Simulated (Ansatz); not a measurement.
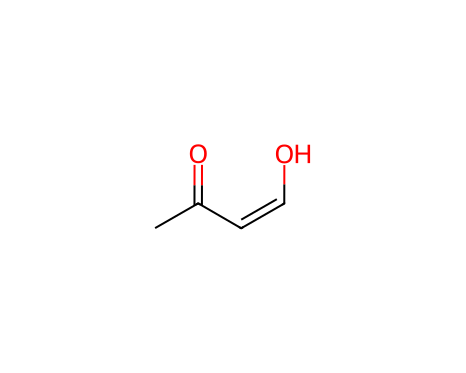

Skeletal drawing of a molecule.

**Transcribe the drawing into SMILES.**

CC(=O)/C=C\O

**Give the formula, hydrogens included.**

C4H6O2.

**An optimisation with PBE0-D4/def2-TZVP gave a structure of which point group?**

Cs. Other conformers may differ.

More results for the same structure follow; atom numbers are the same in all pictures, views and colours differ. Computed geometry: PBE0-D4/def2-TZVP optimisation.

Geometry

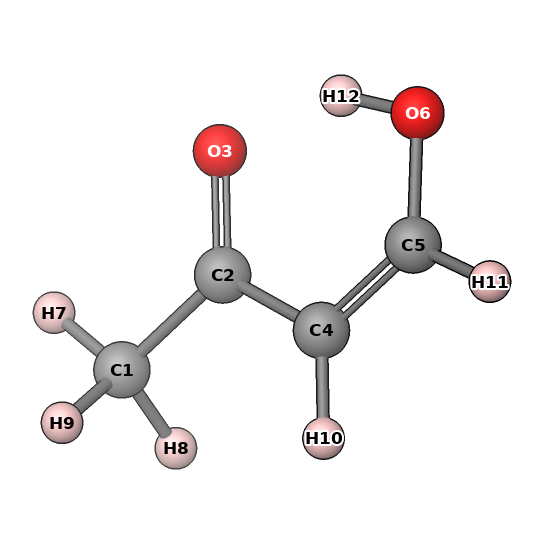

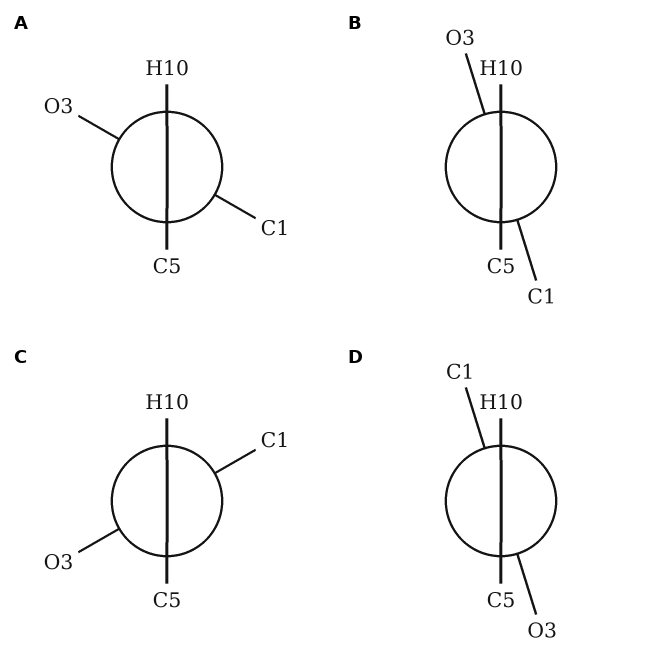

Atoms fade into the background with distance from the viewer. Bonds that would overlap in a projection are set slightly apart.

**Which Newman projection shows the view along C4–C2, with C4 in front?**

D. The torsion angle C5–C4–C2–O3 is 0°, synperiplanar (eclipsed).

Levels of theory compared

Program: Ansatz 0.2.0.

At this fixed geometry, give dipole (D) at these levels: B3LYP-D4/def2-TZVPP; PBE-D4/def2-TZVPP; PBE0-D4/def2-TZVP; r2SCAN-D4/def2-TZVPP; ωB97M-V/def2-TZVPP.

| level | dipole (D) |
| --- | --- |
| B3LYP-D4/def2-TZVPP | 2.89 |
| PBE-D4/def2-TZVPP | 2.67 |
| PBE0-D4/def2-TZVP | 2.90 |
| r2SCAN-D4/def2-TZVPP | 2.79 |
| ωB97M-V/def2-TZVPP | 2.87 |

Vibrations

Harmonic vibrations computed with RKS PBE0-D4/def2-TZVP (Ansatz 0.2.0) at a stationary point of the same level.

**List the wavenumbers.**

30 modes: 42, 135, 263, 377, 379, 543, 623, 742, 784, 932, 978, 994, 1038, 1064, 1128, 1247, 1303, 1380, 1398, 1455, 1464, 1508, 1663, 1714, 2920, 3057, 3123, 3174, 3175, 3240 cm⁻¹.

Charges

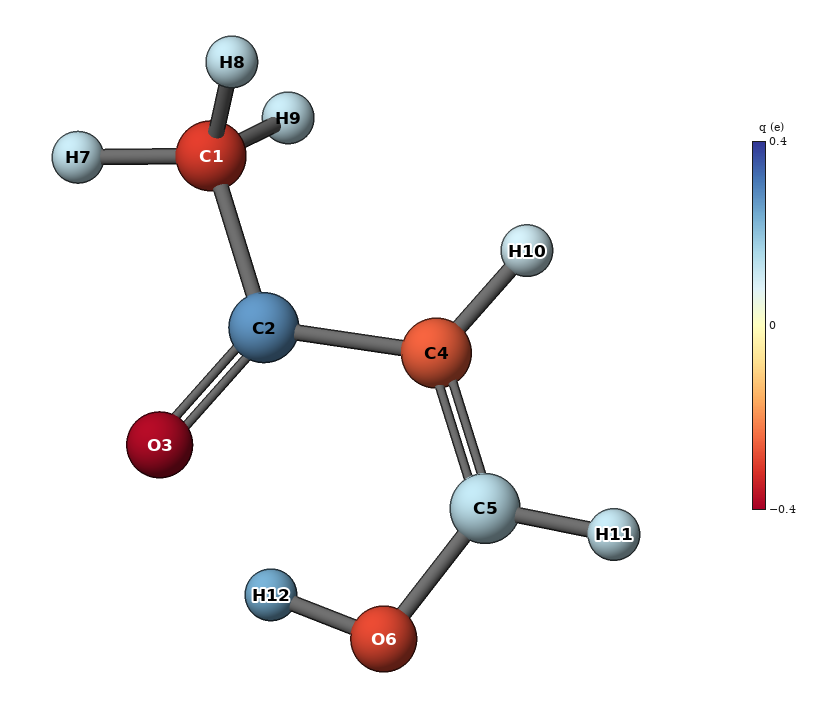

Atoms are coloured by their Mulliken charges. Properties computed with RKS ωB97M-V/def2-TZVPP (Ansatz 0.2.0).

**Which atom carries the highest charge (most positive or least negative)?**

C2 (0.27 e).

**And the lowest?**

O3 (−0.38 e).

List the Mulliken charges.

| atom | value (e) |
| --- | --- |
| C1 | −0.30 |
| C2 | 0.27 |
| O3 | −0.38 |
| C4 | −0.25 |
| C5 | 0.13 |
| O6 | −0.29 |
| H7 | 0.12 |
| H8 | 0.12 |
| H9 | 0.12 |
| H10 | 0.10 |
| H11 | 0.12 |
| H12 | 0.24 |

Mulliken values depend strongly on the basis set and can even reverse the polarity of a bond.
